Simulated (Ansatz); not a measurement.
C₂H₈BNO (SMILES COB(C)N)

Input file:

```
crystal:
  periodic: [false, false, false]
  atoms:
    - {symbol: C, position_ang: [-0.681697, -1.147254, 1.333504]}
    - {symbol: C, position_ang: [1.446766, -1.461999, -0.736363]}
    - {symbol: B, position_ang: [1.330412, -0.251175, 0.281154]}
    - {symbol: N, position_ang: [2.260384, 0.807558, 0.282574]}
    - {symbol: O, position_ang: [0.318861, -0.170139, 1.213192]}
    - {symbol: H, position_ang: [-1.277883, -1.252164, 0.408489]}
    - {symbol: H, position_ang: [-1.364042, -0.850800, 2.145277]}
    - {symbol: H, position_ang: [-0.268059, -2.141816, 1.582314]}
    - {symbol: H, position_ang: [0.539905, -1.541852, -1.361070]}
    - {symbol: H, position_ang: [1.535258, -2.423007, -0.200098]}
    - {symbol: H, position_ang: [2.311138, -1.377347, -1.413134]}
    - {symbol: H, position_ang: [3.044682, 0.859939, -0.351990]}
    - {symbol: H, position_ang: [2.189258, 1.582859, 0.930747]}
basis:
  gaussian:
    orbitals: def2-TZVPD
output: {forces: true, orbitals: {seedname: orbitals}}
hamiltonian:
  xc: pbe0
```

Command:

```sh
ansatz run input.yaml --threads 2 --pin off --max-ram 4350MiB --events-out events.jsonl --progress --plain --runs-dir runs
```

Geometry: B3LYP-D3(BJ)/def2-SVP.

All numbers below come from Ansatz 0.2.0, isolated molecule in a Gaussian basis; Kohn-Sham density functional theory, functional PBE0.

**Predict the electron density and electron localisation function between the atoms.**

B–O (1.38 Å): the density is about 2 e/Å³ at the midpoint; the ELF peaks at about 0.90 between the atoms: a polar covalent bond.
C–O (1.40 Å): the density is about 2.1 e/Å³ at the midpoint, with its minimum of 1.8 e/Å³ about 0.5 Å from C; the ELF peaks at about 0.85 between the atoms, as expected for a shared but strongly polarised pair.
B–N (1.41 Å): ρ at the midpoint is about 1.9 e/Å³; the ELF peaks at about 0.95 between the atoms, as expected for a polar covalent bond.
C–B (1.59 Å): ρ at the midpoint is about 1.4 e/Å³; the ELF peaks at about 1 between the atoms, as expected for a shared electron pair.

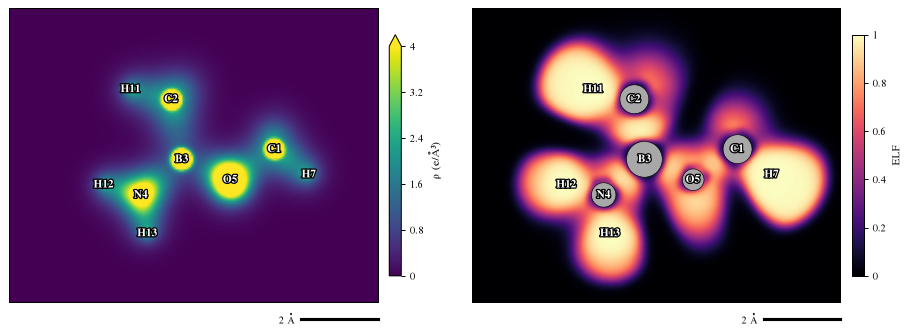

Computed electron density and electron localisation function on the plane of atoms H12, N4 and H13, in this order. Grey discs cover the atomic cores in the ELF map. 
